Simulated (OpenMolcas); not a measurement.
## Run report: AlHCl2, single-point calculation (part 2 of 2)

The same run, continued: AlHCl2, multiplicity 3, SMILES [H][Al]([Cl])[Cl]; ROMP2/STO-3G, ROHF (OpenMolcas 26.06). The geometry is that of the parent species in another charge or spin state. The geometry comes from this level: GFN2-xTB.

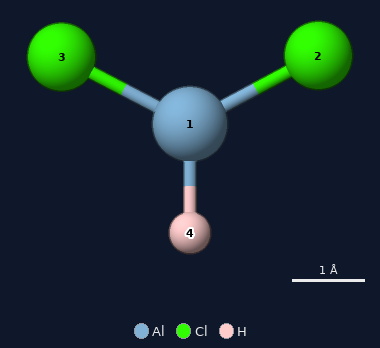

**Figure 1.** The input geometry (ball-and-stick view, seen on its broad side; atoms are numbered from 1 in the order of the input). Sticks mark near contacts.

What the program printed, continued:
```
      Header of the ONEINT file:
      --------------------------

      OrdInt status: non-squared

      Cartesian coordinates in angstrom:
      -----------------------------------------------------
      No.  Label        X            Y            Z
      -----------------------------------------------------
       1   AL1       -0.04775000  -0.08066000  -0.00042000
       2   CL2        1.97185000  -0.18260000   0.01428000
       3   CL3       -1.09568000   1.64989000  -0.01583000
       4   H4        -0.82841000  -1.38663000   0.00198000
      -----------------------------------------------------
      Nuclear repulsion energy =  168.85806437

++    Wave function specifications:
      -----------------------------

      Number of closed shell electrons          46
      Number of electrons in active shells       2
      Max number of holes in RAS1 space          0
      Max nr of electrons in RAS3 space          0
      Number of inactive orbitals               23
      Number of active orbitals                  2
      Number of secondary orbitals               3
      Spin quantum number                      1.0
      State symmetry                             1
--

++    Orbital specifications:
      -----------------------

      Symmetry species                           1
                                                 a
      Frozen orbitals                            0
      Inactive orbitals                         23
      Active orbitals                            2
      RAS1 orbitals                              0
      RAS2 orbitals                              2
      RAS3 orbitals                              0
      Secondary orbitals                         3
      Deleted orbitals                           0
      Number of basis functions                 28
--

++    CI expansion specifications:
      ----------------------------

      Number of CSFs                             1
      Number of determinants                     1
      Number of root(s) required                 1
      Root chosen for geometry opt.              1
      CI root used                               1

      highest root included in the CI            1
      max. size of the explicit Hamiltonian      1
--

++    Optimization specifications:
      ----------------------------

      RASSCF algorithm: Conventional
      Maximum number of macro iterations       200
      Maximum number of SX iterations          100
      Threshold for RASSCF energy            1.000E-08
      Threshold for max MO rotation          1.000E-01
      Threshold for max BLB element          1.000E-04
      Level shift parameter                  5.000E-01
      Make Quasi-Newton update
--

      The MO-coefficients are taken from the file:
      test.UnaOrb
      Title:UHF natural orbitals

      Total molecular charge    0.00

      ************************************************************************************************************************
      *                                            Wave function control section                                             *
      ************************************************************************************************************************

                                         RASSCF iterations: Energy and convergence statistics
                                         ----------------------------------------------------

          iter iter root      energy       change     param      element    value   shift minimum  type update hh:mm:ss
 Nr of preliminary CI iterations:   1
      Total energies have been shifted. Add                -1000.00 au
        1   1    6    1  -148.59918005    0.00E+00   7.54E-03   23  24 1 -4.07E-03*  0.45   0.00    SX    NO    0:00:00
        2   1    6    1  -148.59925628   -7.62E-05* -5.10E-03   23  24 1 -2.71E-03*  0.45   0.00    SX    NO    0:00:00
        3   1    6    1  -148.59929050   -3.42E-05*  3.70E-03   23  24 1 -1.93E-03*  0.45   0.00    SX    NO    0:00:00
        4   1    6    1  -148.59931026   -1.98E-05*  2.80E-03   23  24 1 -1.45E-03*  0.45   0.00    SX    NO    0:00:00
        5   1    6    1  -148.59932296   -1.27E-05*  4.16E-03   23  24 1 -1.12E-03*  0.45   2.50    LS   YES    0:00:00
        6   1    6    1  -148.59933692   -1.40E-05*  6.14E-03   23  26 1  7.85E-04*  0.46   2.50    LS   YES    0:00:00
        7   1    5    1  -148.59934668   -9.76E-06*  1.62E-03   23  26 1  1.17E-03*  0.46   1.24    QN   YES    0:00:00
        8   1    5    1  -148.59934875   -2.08E-06*  1.19E-03   23  26 1  7.38E-04*  0.46   1.74    LS   YES    0:00:00
        9   1    5    1  -148.59934921   -4.59E-07* -8.49E-04   23  26 1  4.22E-04*  0.46   1.00    QN   YES    0:00:00
       10   1    5    1  -148.59934968   -4.68E-07* -4.49E-04   23  26 1  1.14E-04*  0.46   1.53    LS   YES    0:00:00
       11   1    5    1  -148.59934974   -6.37E-08* -1.16E-04   23  27 1 -1.34E-04*  0.46   1.00    QN   YES    0:00:00
       12   1    4    1  -148.59934978   -3.52E-08* -1.74E-04   23  27 1 -7.01E-05   0.46   2.50    LS   YES    0:00:00
       13   1    4    1  -148.59934980   -2.35E-08*  1.27E-04   25  26 1  4.88E-05   0.46   1.17    QN   YES    0:00:00
       14   1    4    1  -148.59934982   -1.30E-08*  1.00E-03   25  26 1  4.78E-05   0.46   2.50    QN   YES    0:00:00
       15   1    5    1  -148.59934989   -6.96E-08*  8.98E-04   22  26 1 -1.02E-04*  0.46   1.51    QN   YES    0:00:00
       16   1    5    1  -148.59934994   -4.99E-08* -1.98E-03   22  26 1 -1.28E-04*  0.46   2.50    QN   YES    0:00:00
       17   1    5    1  -148.59935003   -9.44E-08* -1.51E-03   22  26 1 -1.13E-04*  0.46   1.68    QN   YES    0:00:00
       18   1    5    1  -148.59935009   -6.32E-08* -6.16E-04   23  26 1  6.52E-05   0.46   1.60    QN   YES    0:00:00
       19   1    4    1  -148.59935012   -2.81E-08* -6.62E-05   23  26 1  3.11E-05   0.46   1.34    QN   YES    0:00:00
       20   1    4    1  -148.59935013   -5.56E-09  -7.72E-05   22  26 1  2.35E-05   0.46   1.32    QN   YES    0:00:00
      Convergence after 20 iterations
       21   1    4    1  -148.59935013   -1.03E-09  -7.72E-05   22  26 1  1.29E-05   0.46   1.32    QN   YES    0:00:00

      ************************************************************************************************************************
                                                      Wave function printout:
                       occupation of active orbitals, and spin coupling of open shells (u,d: Spin up or down)
      ************************************************************************************************************************

      Note: transformation to natural orbitals
      has been made, which may change the order of the CSFs.

      printout of CI-coefficients larger than  0.05 for root  1
      energy=   -1148.599350
      conf/sym  11     Coeff  Weight
             1  uu   1.00000 1.00000

      Natural orbitals and occupation numbers for root  1
      sym 1:   1.000000   1.000000

      ************************************************************************************************************************
      *                                                    Final results                                                     *
      ************************************************************************************************************************

++    Final optimization conditions:
      ------------------------------

      Average CI energy                           -1148.59935013
      RASSCF energy for state  1                  -1148.59935013
      Super-CI energy                                -0.00000000
      RASSCF energy change                           -0.00000000
      Max change in MO coefficients              -1.029E-04
      Max non-diagonal density matrix element    -7.724E-05
      Maximum BLB matrix element                  1.289E-05
      (orbital pair  22,  26 in symmetry   1)
      Norm of electronic gradient            1.491E-05
--

      Final state energy(ies):
      ------------------------

::    RASSCF root number  1 Total energy:  -1148.59935013
      Von Neumann Entropy (Root   1) =  1.00000

      Mulliken population analysis for root number:  1
      -----------------------------------------------

++    Molecular charges:
      ------------------

      Mulliken charges per centre
      ---------------------------

                AL1     CL2     CL3     H4
      Total   12.2861 17.4170 17.4169  0.8800

      N-E      0.7139 -0.4170 -0.4169  0.1200

      Total electronic charge=   48.000000

      Total            charge=   -0.000000
--

      Expectation values of various properties for root number:  1
      -----------------------------------------------------------

++    Molecular properties:
      ---------------------

      Charge (e):
                      =   -0.0000
      Dipole Moment (debye):
      Origin of the operator (angstrom)=    0.2912    0.4875   -0.0006
                   X= -2.6342E+00               Y= -4.4119E+00               Z=  9.1288E-02           Total=  5.1393E+00
      Quadrupole Moment (debye*angstrom):
      Origin of the operator (angstrom)=    0.2912    0.4875   -0.0006
                  XX= -4.0088E+01              XY=  8.2281E+00              XZ= -1.2219E-01              YY= -3.1227E+01
                  YZ= -8.7886E-03              ZZ= -3.3088E+01
      In traceless form (debye*angstrom)
                  XX= -7.9307E+00              XY=  1.2342E+01              XZ= -1.8328E-01              YY=  5.3613E+00
                  YZ= -1.3183E-02              ZZ=  2.5693E+00
--

      Mulliken spin population analysis for root number:  1
      ---------------------------------------------------

++    Molecular charges:
      ------------------

      Mulliken spin population per centre
      ---------------------------

                AL1     CL2     CL3     H4
      Total    1.0533  0.1013  0.1014  0.7440

      Total electronic spin=    2.000000
--

      Canonical orbitals are written to the RASORB file
      Natural orbitals for root   1 are written to the RASORB.1 file
      Spin density orbitals for root   1 are written to the SPDORB.1 file

--- Stop Module: rasscf /rc=_RC_ALL_IS_WELL_ ---

--- Start Module: caspt2 ---

                                              &CASPT2

                       available to each process: 1.9 GB of memory, 1 thread

 ###############################################################################
 ###    WARNING: User changed nr of frozen orbitals.                         ###
 ###############################################################################

++    Wave function specifications:
      -----------------------------

      Number of closed shell electrons          16
      Number of electrons in active shells       2
      Max number of holes in RAS1 space          0
      Max number of electrons in RAS3 space      0
      Number of inactive orbitals                8
      Number of active orbitals                  2
      Number of secondary orbitals               3
      Spin quantum number                      1.0
      State symmetry                             1
      Number of CSFs                             1
      Number of CASSCF root(s) available         1
      CASPT2 state passed to geometry opt.       1
      A file JOBMIX will be created
      This is a high spin open shell RHF reference function
--

++    Orbital specifications:
      -----------------------

      Symmetry species                           1
                                                 a
      Frozen orbitals                           15
      Inactive orbitals                          8
      Active orbitals                            2
      Secondary orbitals                         3
      Deleted orbitals                           0
      Number of basis functions                 28
--

++    CASPT2 specifications:
      ----------------------

      Type of calculation                        SS-CASPT2
      Fock operator                              state-specific
      IPEA shift                                 0.00
      Real shift                                 0.00
      Imaginary shift                            0.00
      The input orbitals will be transformed to quasi-canonical
--

--------------------------------------------------------------------------------
 Estimated memory requirements:
  POLY3 :                   250042
  RHS:                      250773
  SIGMA :                   250864
  PRPCTL:                        0
 Available workspace:    232491935

++ CASPT2 computation for group   1

********************************************************************************
 Multi-State initialization phase begins for group   1
--------------------------------------------------------------------------------
********************************************************************************
 Compute H0 matrices for state    1
--------------------------------------------------------------------------------
--------------------------------------------------------------------------------
 H0 matrices have been computed.

********************************************************************************
  CASPT2 EQUATION SOLUTION
--------------------------------------------------------------------------------

  Total nr of CASPT2 parameters:
   Before reduction:        1265
   After  reduction:        1001

 Variance of |WF0>:       0.0429529457

 The contributions to the second order correlation energy in atomic units.
-----------------------------------------------------------------------------------------------------------------------------
  IT.      VJTU        VJTI        ATVX        AIVX        VJAI        BVAT        BJAT        BJAI        TOTAL       RNORM
-----------------------------------------------------------------------------------------------------------------------------
   1     0.000000   -0.000694    0.000000   -0.007139   -0.007631   -0.000000   -0.001035   -0.013287   -0.029786    0.004375
   2     0.000000   -0.000682    0.000000   -0.007396   -0.007677   -0.000000   -0.001034   -0.013320   -0.030109    0.000726
   3     0.000000   -0.000680    0.000000   -0.007404   -0.007662   -0.000000   -0.001034   -0.013308   -0.030088    0.000172
   4     0.000000   -0.000678    0.000000   -0.007401   -0.007660   -0.000000   -0.001033   -0.013306   -0.030078    0.000023
   5     0.000000   -0.000678    0.000000   -0.007400   -0.007660   -0.000000   -0.001033   -0.013307   -0.030079    0.000004
-----------------------------------------------------------------------------------------------------------------------------

  FINAL CASPT2 RESULT:

      Reference energy:       -1148.5993501281
      E2 (Non-variational):      -0.0300788877
      E2 (Variational):          -0.0300788705
      Total energy:           -1148.6294289986
      Residual norm:              0.0000004541
      Reference weight:           0.97327

      Contributions to the CASPT2 correlation energy
      Active & Virtual Only:         -0.0000000430
      One Inactive Excited:          -0.0084337572
      Two Inactive Excited:          -0.0216450875

++ Denominators, etc.
--------------------------------------------------------------------------------------------------------------
 Report on small energy denominators, large coefficients, and large energy contributions.
CASE  SYMM ACTIVE-MIX  NON-ACTIVE INDICES          DENOMINATOR     RHS VALUE       COEFFICIENT     CONTRIBUTION
VJTU     1  Mu1.0001  In1.018                       0.16657520     -0.00000158      0.01453583     -0.00000002
VJTU     1  Mu1.0001  In1.019                       0.07275935      0.00000035      0.03676559      0.00000001
VJTU     1  Mu1.0001  In1.020                       0.07274814     -0.00000017     -0.02293731      0.00000000
VJTU     1  Mu1.0001  In1.021                       0.06127079      0.00000074     -0.00048732     -0.00000000
VJTU     1  Mu1.0001  In1.022                       0.04277020      0.00000001     -0.00000111     -0.00000000
VJTU     1  Mu1.0001  In1.023                       0.03606441      0.00000055     -0.00020513     -0.00000000
ATVX     1  Mu1.0001  Se1.026                       0.16851394      0.00000030      0.00088207      0.00000000
AIVX     1  Mu1.0002  In1.018 Se1.026               0.82064402      0.04752490     -0.05995783     -0.00284949
AIVX     1  Mu1.0003  In1.018 Se1.026               0.82064402     -0.02733376      0.03451075     -0.00094331
AIVX     1  Mu1.0001  In1.019 Se1.026               0.24127330     -0.00009760      0.00068695     -0.00000007
AIVX     1  Mu1.0002  In1.019 Se1.026               0.72682818      0.02298026     -0.03564405     -0.00081911
AIVX     1  Mu1.0001  In1.020 Se1.026               0.24126209      0.00006043     -0.00042614     -0.00000003
AIVX     1  Mu1.0001  In1.021 Se1.026               0.22978473     -0.00059934      0.00091520     -0.00000055
AIVX     1  Mu1.0001  In1.022 Se1.026               0.21128415     -0.00000478      0.00001876     -0.00000000
AIVX     1  Mu1.0001  In1.023 Se1.026               0.20457835     -0.00000004     -0.00000150      0.00000000
VJAIP    1  Mu1.0001  Se1.026 In1.020 In1.020       0.79956511     -0.01933631      0.02595433     -0.00050186
BJAIP    1  Se1.026 In1.018 Se1.026 In1.018         1.64128804      0.04907817     -0.03050486     -0.00149712
BJAIP    1  Se1.026 In1.018 Se1.027 In1.020         1.82396475      0.05661084     -0.03156055     -0.00178667
--

   (Skipping property calculation,
    use PROP keyword to activate)
--

  Total CASPT2 energies:
::    CASPT2 Root  1     Total energy:  -1148.62942900

  A NEW JOBIPH FILE NAMED 'JOBMIX' IS PREPARED.
********************************************************************************
--- Stop Module: caspt2 /rc=_RC_ALL_IS_WELL_ ---

.##################.
.# Happy landing! #.
.##################.

    Timing: Wall=2.92 User=2.25 System=0.65
```

The run was set up as follows.

The input:
```
* AlCl2H ROMP2

&GATEWAY
  BasLib = $CurrDir
  BasisSet
  Al.STO-3G....
  Al1 -0.047750 -0.080660 -0.000420 angstrom
  End of Basis
  BasisSet
  Cl.STO-3G....
  Cl2 1.971850 -0.182600 0.014280 angstrom
  Cl3 -1.095680 1.649890 -0.015830 angstrom
  End of Basis
  BasisSet
  H.STO-3G....
  H4 -0.828410 -1.386630 0.001980 angstrom
  End of Basis

&SEWARD

&SCF
  UHF
  Spin = 3
  Thresholds = 1e-10 1e-07 1e-07 1e-05
  PrOrbitals = 1 1

&RASSCF
  FileOrb = $Project.UnaOrb
  Spin = 3
  Nactel = 2 0 0
  Inactive = 23
  Ras2 = 2
  OutOrbitals = Canonical
  OrbListing = Nothing

&CASPT2
  IPEA = 0.0
  Frozen = 15
```

Launch command:
```bash
export MOLCAS_MEM=1860
pymolcas test.input > test.log
```

Key numbers:

- outcome: converged
- total energy: −1148.629429 hartree
- SCF energy: −1148.599350 hartree
- correlation energy: −0.030079 hartree
- basis functions: 28
- hardware: 1 thread of Arm Neoverse V1, 24 GiB of memory available, shared host
- wall time: 3.3 s
- peak memory: 0.37 GiB
